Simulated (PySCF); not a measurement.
# H2Si, SMILES `[SiH2]`: electronic structure

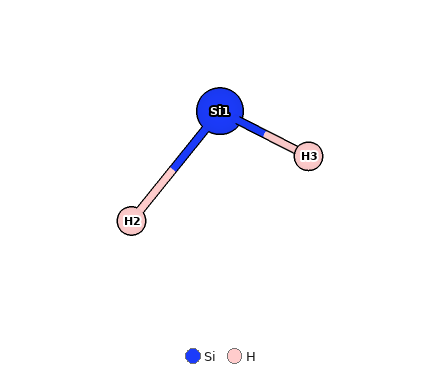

The molecule, with its atoms numbered as below. No frequency check shows the geometry to be a minimum.

Coordinates in Å:

```
Si1     -0.0000   -0.1230    0.0000
H2       1.1126    0.8608    0.0000
H3      -1.1125    0.8609    0.0000
```

### 1. Excited states

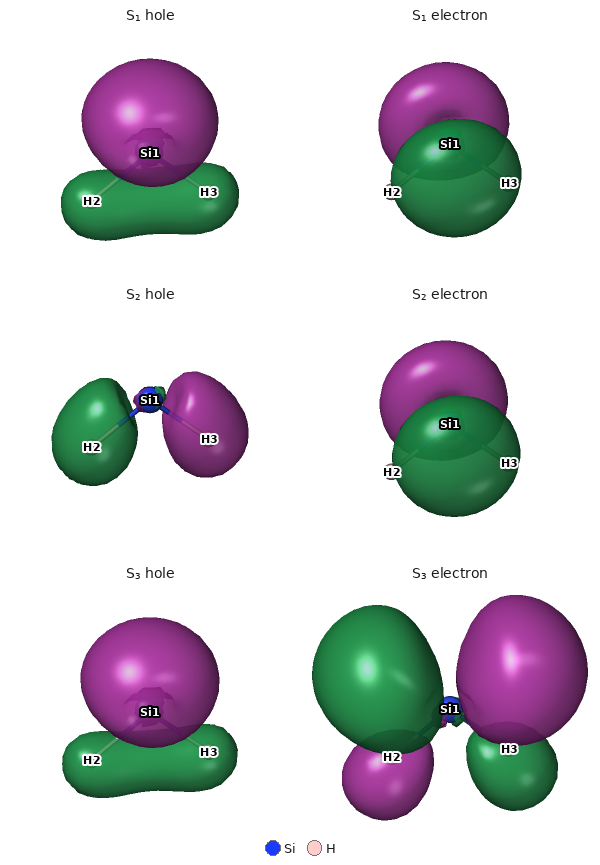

Leading natural transition orbitals (full linear response singlet states).

Computed with PySCF, LC-wPBE/def2-TZVP, geometry: GFN2-xTB. Without diffuse functions Rydberg states are missing, so the states' numbers hold for this basis only.

> Describe these excited states.

By state:
- S₁: 2.07 eV (600 nm), f = 0.012; the leading pair carries 100 %; hole on Si1 (78 %) and H2 and H3 (11 % each), electron on Si1 (87 %) and H2 and H3 (6 % each); their centroids lie 0.3 Å apart.
- S₂: 4.91 eV (252 nm), f = 0.000 (dark); the leading pair carries 100 %; hole on Si1 (46 %) and H2 and H3 (27 % each), electron on Si1 (88 %) and H2 and H3 (6 % each); their centroids lie 0.6 Å apart.
- S₃: 7.08 eV (175 nm), f = 0.271 (bright), partly diffuse acceptor orbital, which a basis without diffuse functions describes poorly; the leading pair carries 95 %; hole on Si1 (79 %) and H2 and H3 (10 % each), electron on Si1 (76 %) and H2 and H3 (12 % each) (atom shares of so diffuse an orbital are rough); their centroids lie 0.1 Å apart.

### 2. In an electric field

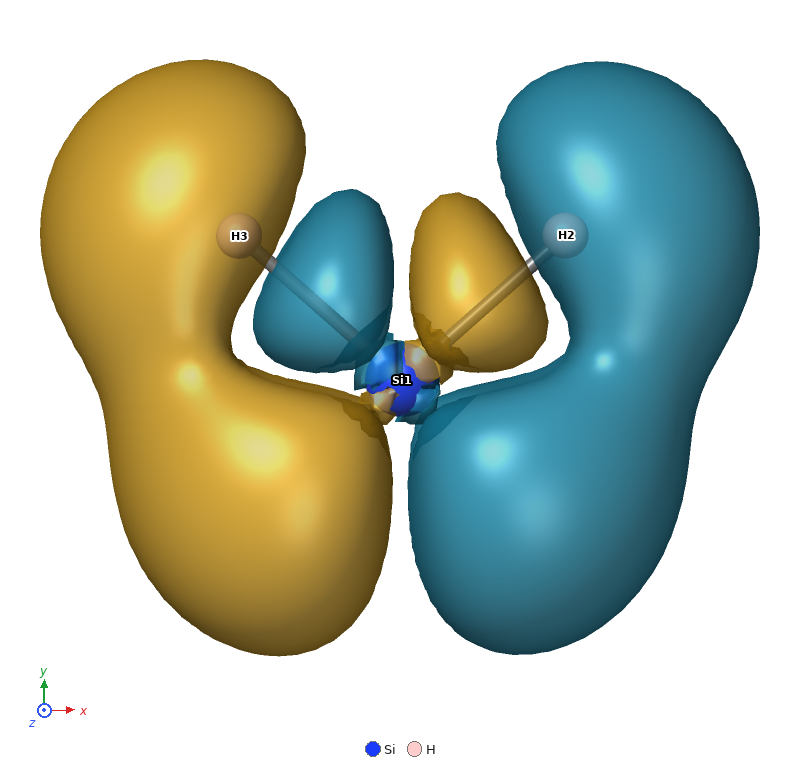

Change of the electron density in a uniform field of 0.26 V/Å, surfaces at ±0.001 e/Å³ (yellow: gain, teal: loss).

Level of theory: B3LYP/def2-SVPD (PySCF), at a geometry from GFN2-xTB.

> Along which Cartesian direction does the field point?

Along +x: electrons gather on the −x side, against the field.

> How large is the response?

The induced dipole is 0.46 D (along the field); α along this axis, from the fields in both directions, is 36 bohr³ (5.3 Å³).

> Which atoms gain and lose the most charge?

Electrons gather most on H3 (Hirshfeld charge changes by −0.013 e) and leave H2 most (+0.013 e); 0.043 electrons are displaced in all.

### 3. Localised orbitals

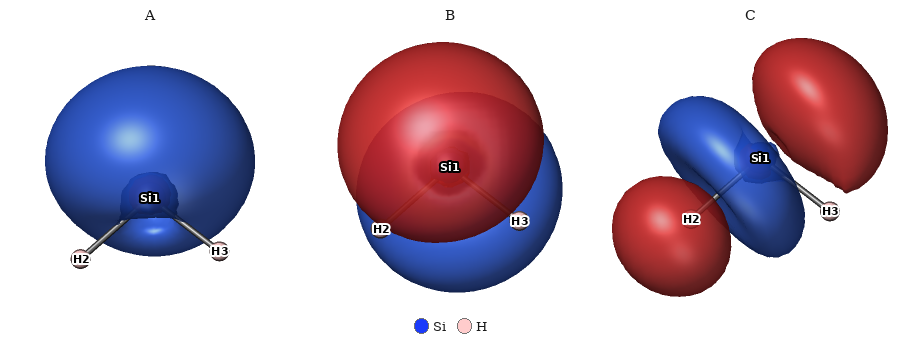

Intrinsic bond orbitals (IBO), occupied and valence-virtual; each surface holds about 85 % of the orbital's density. Energies are diagonal elements of the Fock matrix.

Method: PBE0/6-311G**; geometry: GFN2-xTB; program: PySCF.

> Identify each orbital.

By panel:
- A: lone pair on Si1 (sp0.5-type) (Si1 100 %; −8.5 eV)
- B: empty orbital on Si1 (Si1 100 %; −3.0 eV)
- C: σ* orbital Si1–H2 (Si1 56 %, H2 44 %; 5.0 eV)

The PySCF runs shown took 14 s, 2.2 s and 1.1 s on 1 thread of Intel(R) Xeon(R) 6975P-C (Granite Rapids), on a shared host.
